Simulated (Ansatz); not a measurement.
A periodic structure is given below.

```cif
data_structure
_symmetry_space_group_name_H-M 'P 1'
_symmetry_Int_Tables_number 1
_cell_length_a 2.5098
_cell_length_b 2.5098
_cell_length_c 8.2803
_cell_angle_alpha 90.000
_cell_angle_beta 90.000
_cell_angle_gamma 120.000
_cell_volume 45.17
loop_
_atom_site_label
_atom_site_type_symbol
_atom_site_fract_x
_atom_site_fract_y
_atom_site_fract_z
_atom_site_occupancy
C1 C 0.00000 0.00000 0.09293 1
C2 C 0.00000 0.00000 0.59293 1
C3 C 0.00000 0.00000 0.40707 1
C4 C 0.00000 0.00000 0.90707 1
C5 C 0.33333 0.66667 0.15550 1
C6 C 0.66667 0.33333 0.65550 1
C7 C 0.33333 0.66667 0.34450 1
C8 C 0.66667 0.33333 0.84450 1
```

**Characterise the structure given above.**

The element is carbon. It is primitive hexagonal, space group P6_3/mmc (No. 194). The cell holds eight atoms. The coordination shell of C holds four C in a tetrahedral arrangement at 1.54 to 1.57 Å. The bonds build a three-dimensional framework.

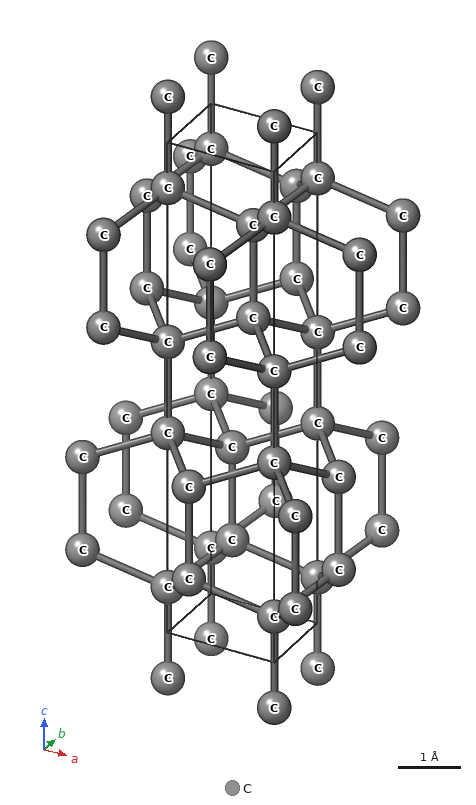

The crystal in a ball-and-stick representation, seen slightly off an axis. Atoms at the boundary of the conventional unit cell (the box) are drawn once for each face, edge or corner they touch. The first bonded neighbours in the surrounding cells are also shown. Colours: carbon grey.

Origin of the cell: an entry, possibly a prediction, of the Crystallography Open Database. Earlier steps of the study, as a rule a relaxation of our own, may have changed the cell and positions, so they can lie some per cent off the listed ones. It went into a calculation with Ansatz.
